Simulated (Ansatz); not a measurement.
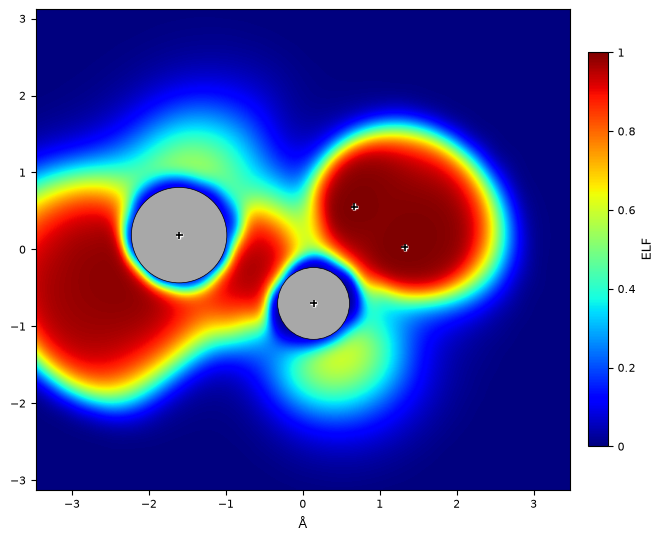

The electron localisation function on a plane through atoms (crosses mark nuclei in the plane; grey discs cover the cores).

Level of theory: RKS PBE0-D4/def2-TZVPP (Ansatz).

Candidates:
A. AlH3···SiH4
B. BrH3Si
C. BH6P

**Which candidate gave the map?**

Candidate C: BH6P on the plane of atoms H5, B1 and P6, which holds B, H and P. H2···H5 (0.84 Å): the ELF is about 1 at the midpoint. B–P (1.96 Å): the ELF peaks at about 0.95 between the atoms (a covalent bond).
